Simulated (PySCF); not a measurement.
# C₆H₇FO: magnetic properties

Programs: PySCF 2.14.0, with routines of our own; each step states its level. All values are computed. Atoms count from 0.

## (1) The system as given

15 atoms, charge 0, multiplicity 1; geometry from: GFN2-xTB.

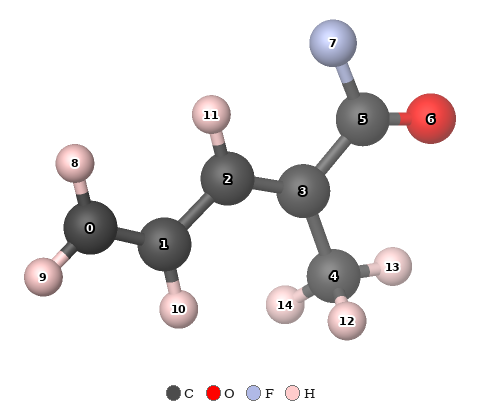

The starting geometry (carbon dark grey, oxygen red, fluorine light blue, hydrogen pink).

## (2) Magnetic properties: GIAO PBE0/pcSseg-1

What the job is given:

```
{"job": {"kind": "mag", "xc": "PBE0", "basis": "pcSseg-1", "isotopologues": 2}, "charge": 0, "multiplicity": 1}
C      1.347994    -0.351443     2.411356
C      0.781321    -0.568834     1.224461
C      0.139947     0.477994     0.477575
C     -0.459385     0.323591    -0.722804
C     -0.555961    -0.973102    -1.469687
C     -1.069784     1.465067    -1.393990
O     -1.645539     1.503522    -2.431503
F     -0.930241     2.634583    -0.686890
H      1.348277     0.627711     2.861942
H      1.828923    -1.137540     2.967292
H      0.794996    -1.557748     0.789690
H      0.153333     1.457204     0.937832
H      0.429626    -1.296956    -1.801845
H     -1.188432    -0.842104    -2.343831
H     -0.979489    -1.753956    -0.841512
```

Level: GIAO PBE0/pcSseg-1 magnetisability, rotational g tensor and spin-rotation constants, non-relativistic, gas phase.

Started as:

```
$ OMP_NUM_THREADS=1 python excited_run.py task.json out
```

The driver reads the jobs from task.json and runs them one after another.

Q: Estimate the wall time and peak memory of this first job on 1 thread of Arm Neoverse V1, shared host.

About 24 s, with a peak of 0.78 GiB.
